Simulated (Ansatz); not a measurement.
**C2H8BNO: small, medium and large basis sets**

Aim: see how fast density functionals converge with the basis set for C2H8BNO.

The runs use Ansatz 0.2.0, Gaussian basis; one geometry, several basis sets.

The runs, in order: PBE0-D4/def2-SVP; ωB97M-V/def2-SVP; PBE0-D4/def2-QZVPP; ωB97M-V/def2-QZVPP; the functionals' def2-TZVPP values are taken from earlier runs.

## Step 1: The relaxed structure

The geometry comes from an earlier relaxation with PBE0-D4 in a triple-zeta def2 set; it is a stationary point, not always the lowest conformer.

13 atoms, charge 0, spin multiplicity 1.

Atoms are counted from 1 here; the program's logs count them from 0.

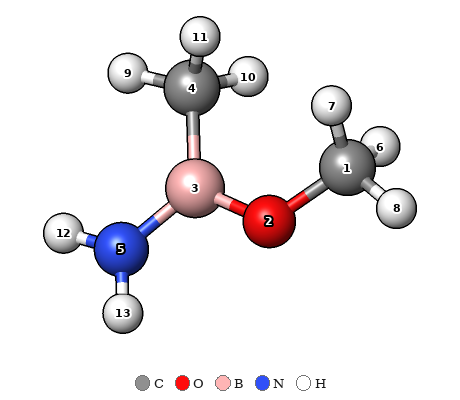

The geometry (carbon grey, oxygen red, boron pink, nitrogen blue, hydrogen white); atoms are numbered from 1 in the order of the file.

Coordinates:

| atom | x (Å) | y (Å) | z (Å) |
| --- | --- | --- | --- |
| C1 | -1.62455 | 0.18395 | 0.96254 |
| O2 | -0.79038 | 0.89094 | 0.08281 |
| B3 | 0.37220 | 0.34056 | -0.40407 |
| C4 | 0.85330 | -1.11006 | -0.01566 |
| N5 | 1.11310 | 1.15609 | -1.27649 |
| H6 | -2.00501 | -0.73890 | 0.51115 |
| H7 | -1.10937 | -0.07511 | 1.89402 |
| H8 | -2.47473 | 0.82296 | 1.20645 |
| H9 | 1.79531 | -1.38566 | -0.49374 |
| H10 | 0.10894 | -1.86301 | -0.29466 |
| H11 | 0.99209 | -1.20552 | 1.06626 |
| H12 | 1.97642 | 0.86709 | -1.69593 |
| H13 | 0.81309 | 2.08189 | -1.52788 |

## Step 2: PBE0-D4 in def2-SVP

in.yaml reads:

```yaml
crystal:
  periodic: [false, false, false]
  atoms:
    - {symbol: C, position_ang: [-1.624551, 0.183947, 0.962544]}
    - {symbol: O, position_ang: [-0.790384, 0.890942, 0.082808]}
    - {symbol: B, position_ang: [0.372198, 0.340556, -0.404071]}
    - {symbol: C, position_ang: [0.853298, -1.110064, -0.015661]}
    - {symbol: N, position_ang: [1.113104, 1.156093, -1.276485]}
    - {symbol: H, position_ang: [-2.005011, -0.738904, 0.511151]}
    - {symbol: H, position_ang: [-1.109371, -0.075113, 1.894018]}
    - {symbol: H, position_ang: [-2.474732, 0.822956, 1.206446]}
    - {symbol: H, position_ang: [1.795310, -1.385657, -0.493736]}
    - {symbol: H, position_ang: [0.108944, -1.863013, -0.294661]}
    - {symbol: H, position_ang: [0.992086, -1.205523, 1.066261]}
    - {symbol: H, position_ang: [1.976415, 0.867094, -1.695927]}
    - {symbol: H, position_ang: [0.813093, 2.081886, -1.527885]}
basis:
  gaussian: {orbitals: def2-SVP}
hamiltonian: {xc: pbe0, dispersion: d4}
output: {orbitals: {seedname: orbitals}}
```

Run with:

```console
$ ansatz run in.yaml --threads 4 --pin off --events-out ev --progress --plain --max-ram 10444MiB
```

Log:

```text
Functional definition: PBE0
  name "PBE0"
  cite "Adamo & Barone, J. Chem. Phys. 110, 6158 (1999) doi:10.1063/1.478522"
  cite "Perdew, Burke & Ernzerhof, Phys. Rev. Lett. 77, 3865 (1996) doi:10.1103/PhysRevLett.77.3865"
  parent pbe
  parameter a = 0.25
  parameter kappa = 0.804
  parameter beta = 0.06672455060314922
  exchange = (1 - a)*pbe_x(kappa = kappa, mu = beta*pi^2/3) + a*exact_x
  correlation = pbe_c(beta = beta)
1249 factors; their error is unknown
mean field evaluation 1: about -6398.6936 eV, gradient 6.7e1 eV
mean field evaluation 2: about -6395.8307 eV, gradient 7.5e1 eV
mean field evaluation 4: about -6408.1995 eV, gradient 2.5e0 eV
mean field evaluation 8: about -6408.2181 eV, gradient 3.0e-2 eV
mean field evaluation 16: about -6408.2131 eV, gradient 5.7e-5 eV
mean field -6408.21308660 eV, -235.4974872896 hartree, gradient 5.7e-5 eV, S^2 0.000000; 0 other end points of the search recorded, 0 dependent functions left out
reference -6408.21311347 eV, -235.4974882772 hartree; 20, 20 occupied and 90, 90 virtual orbitals, 1249 factors
Total energy: -6408.39358641 eV, -235.5041205352 hartree
```

Wall time 0.75 s (4 threads of Intel Xeon Platinum 8488C, shared host).

## Step 3: ωB97M-V in def2-SVP

in.yaml: that of step 2 with these lines changed.

```diff
@@ -18,3 +18,3 @@
   gaussian: {orbitals: def2-SVP}
-hamiltonian: {xc: pbe0, dispersion: d4}
+hamiltonian: {xc: {name: wB97M-V}}
 output: {orbitals: {seedname: orbitals}}
```

Launched as before.

Log, cut to the lines that bear on the results:

```text
Functional definition: wB97M-V
  name "wB97M-V"
  cite "Mardirossian & Head-Gordon, J. Chem. Phys. 144, 214110 (2016) doi:10.1063/1.4952647"
  cite "Becke, J. Chem. Phys. 107, 8554 (1997) doi:10.1063/1.475007"
  cite "Vydrov & Van Voorhis, J. Chem. Phys. 133, 244103 (2010) doi:10.1063/1.3521275"
  # Of w^i u^j: cxij and so on, Table III.
[...]
  gx(w, u) = 1 - cx + cx01*u + cx10*w
  gss(w, u) = css00 + css04*u^4 + css10*w + css20*w^2 + css43*w^4*u^3
  gos(w, u) = cos00 + cos10*w + (cos20 + cos21*u)*w^2 + (cos60 + cos61*u)*w^6
[...]
      + integral(e_c_pw_mod_opposite_spin*gos(b97_w_opposite, b97_u_opposite)) + vv10(b, c)
1249 factors; their error is unknown
318 factors; integrals over basis functions are off by at most 8.2e-6 eV
[...]
mean field -6412.64995476 eV, -235.6605391871 hartree, gradient 4.7e-5 eV, S^2 0.000000; 0 other end points of the search recorded, 0 dependent functions left out
reference -6412.64999743 eV, -235.6605407553 hartree; 20, 20 occupied and 90, 90 virtual orbitals, 1249 factors
Total energy: -6412.64999743 eV, -235.6605407553 hartree
```

Wall time 2.2 s (4 threads of Intel Xeon Platinum 8488C, shared host).

## Step 4: PBE0-D4 in def2-QZVPP

in.yaml: that of step 3 with these lines changed.

```diff
@@ -17,4 +17,4 @@
 basis:
-  gaussian: {orbitals: def2-SVP}
-hamiltonian: {xc: {name: wB97M-V}}
+  gaussian: {orbitals: "def2-QZVPP.json"}
+hamiltonian: {xc: pbe0, dispersion: d4}
 output: {orbitals: {seedname: orbitals}}
```

Same command.

Log:

```text
Functional definition: PBE0
  name "PBE0"
  cite "Adamo & Barone, J. Chem. Phys. 110, 6158 (1999) doi:10.1063/1.478522"
  cite "Perdew, Burke & Ernzerhof, Phys. Rev. Lett. 77, 3865 (1996) doi:10.1103/PhysRevLett.77.3865"
  parent pbe
  parameter a = 0.25
  parameter kappa = 0.804
  parameter beta = 0.06672455060314922
  exchange = (1 - a)*pbe_x(kappa = kappa, mu = beta*pi^2/3) + a*exact_x
  correlation = pbe_c(beta = beta)
1404 factors; their error is unknown
mean field evaluation 1: about -6402.3181 eV, gradient 8.3e1 eV
mean field evaluation 2: about -6394.7682 eV, gradient 9.9e1 eV
mean field evaluation 4: about -6415.8460 eV, gradient 5.6e0 eV
mean field evaluation 8: about -6415.9083 eV, gradient 3.8e-1 eV
mean field evaluation 16: about -6415.9085 eV, gradient 7.3e-5 eV
mean field -6415.90846618 eV, -235.7802872733 hartree, gradient 7.3e-5 eV, S^2 0.000000; 0 other end points of the search recorded, 0 dependent functions left out
reference -6415.90850679 eV, -235.7802887654 hartree; 20, 20 occupied and 505, 505 virtual orbitals, 1404 factors
Total energy: -6416.08897972 eV, -235.7869210235 hartree
```

Run time: 6 s. Hardware: 4 threads of Intel Xeon Platinum 8488C, shared host; peak memory 1.7 GiB.

## Step 5: ωB97M-V in def2-QZVPP

in.yaml: that of step 4 with these lines changed.

```diff
@@ -18,3 +18,3 @@
   gaussian: {orbitals: "def2-QZVPP.json"}
-hamiltonian: {xc: pbe0, dispersion: d4}
+hamiltonian: {xc: {name: wB97M-V}}
 output: {orbitals: {seedname: orbitals}}
```

Launched as before.

Log, cut to the lines that bear on the results:

```text
Functional definition: wB97M-V
  name "wB97M-V"
  cite "Mardirossian & Head-Gordon, J. Chem. Phys. 144, 214110 (2016) doi:10.1063/1.4952647"
  cite "Becke, J. Chem. Phys. 107, 8554 (1997) doi:10.1063/1.475007"
  cite "Vydrov & Van Voorhis, J. Chem. Phys. 133, 244103 (2010) doi:10.1063/1.3521275"
  # Of w^i u^j: cxij and so on, Table III.
[...]
  gx(w, u) = 1 - cx + cx01*u + cx10*w
  gss(w, u) = css00 + css04*u^4 + css10*w + css20*w^2 + css43*w^4*u^3
  gos(w, u) = cos00 + cos10*w + (cos20 + cos21*u)*w^2 + (cos60 + cos61*u)*w^6
[...]
      + integral(e_c_pw_mod_opposite_spin*gos(b97_w_opposite, b97_u_opposite)) + vv10(b, c)
1404 factors; their error is unknown
425 factors; integrals over basis functions are off by at most 8.6e-6 eV
[...]
mean field -6420.64519414 eV, -235.9543588151 hartree, gradient 3.3e-5 eV, S^2 0.000000; 0 other end points of the search recorded, 0 dependent functions left out
reference -6420.64525907 eV, -235.9543612011 hartree; 20, 20 occupied and 505, 505 virtual orbitals, 1404 factors
Total energy: -6420.64525907 eV, -235.9543612011 hartree
```

Wall time 12 s (4 threads of Intel Xeon Platinum 8488C, shared host); peak memory 2.1 GiB.

## Step 6: Density functionals: the series

The def2-TZVPP values come from earlier runs at the same geometry.

| functional | basis | functions | energy (eV) | from the largest (eV) | HOMO (eV) | LUMO (eV) |
| --- | --- | --- | --- | --- | --- | --- |
| PBE0-D4 | def2-SVP | 110 | -6408.3936 | 7.695 | -7.06 | 1.82 |
| PBE0-D4 | def2-TZVPP | 267 | -6415.7078 | 0.381 | -7.29 | 0.94 |
| PBE0-D4 | def2-QZVPP | 525 | -6416.0890 | 0.000 | -7.33 | 0.59 |
| ωB97M-V | def2-SVP | 110 | -6412.6500 | 7.995 | -9.44 | 3.42 |
| ωB97M-V | def2-TZVPP | 267 | -6420.2796 | 0.366 | -9.67 | 2.20 |
| ωB97M-V | def2-QZVPP | 525 | -6420.6453 | 0.000 | -9.70 | 1.67 |

## Step 7: Summary of results

| quantity | value |
| --- | --- |
| PBE0-D4: double and triple zeta above quadruple | 7.70, 0.38 eV |
| ωB97M-V: double and triple zeta above quadruple | 8.00, 0.37 eV |

What this shows: For PBE0-D4 the step from double to triple zeta gains 7.31 eV and the next only 0.38 eV. These are total energies; as a rule much of such shifts cancels in differences, which this series doesn't test. The LUMO of ωB97M-V is positive and keeps falling with the basis (3.42 to 1.67 eV): an unbound level that the basis holds in place.

For PBE0-D4 the largest set took about 8 times as long as the smallest (6 s against 0.75 s).
